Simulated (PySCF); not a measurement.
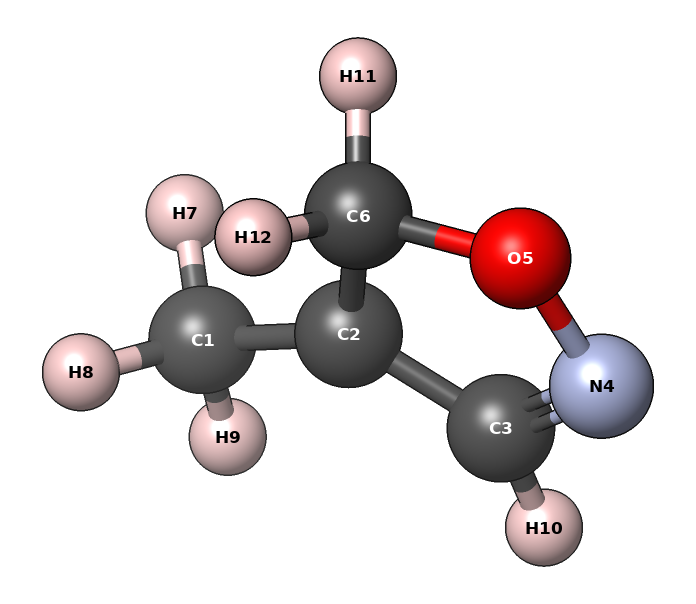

State: neutral, doublet. The computed structure is the end point of a GFN2-xTB optimisation. No frequency run is at hand to confirm it as a minimum. Method: UKS B3LYP, pcH-1 on C H N O, non-relativistic (PySCF 2.14.0). Fermi-contact and spin-dipolar terms alone, no spin-orbit part.

Question. Which nucleus has the largest dipolar (anisotropic) hyperfine coupling?

Answer. 13C at C2: principal values −46.6, −44.9, 91.6 MHz.

List the isotropic and dipolar parts for the most strongly coupled nuclei, one of each equivalent set.

```tsv
atom	isotope	a_iso (MHz)	dipolar part (MHz)
C2	13C	50.8	−46.6, −44.9, 91.6
O5	17O	−16.4	−54.2, 25.2, 29.0
N4	14N	21.3	−25.8, −25.0, 50.8
C3	13C	−40.7	−29.0, 12.3, 16.7
H10	1H	8.5	−5.2, −0.4, 5.6
H7	1H	60.6	−3.0, −2.5, 5.5
H9	1H	1.8	−3.1, −2.3, 5.4
H11	1H	123.4	−3.5, −1.0, 4.5
```
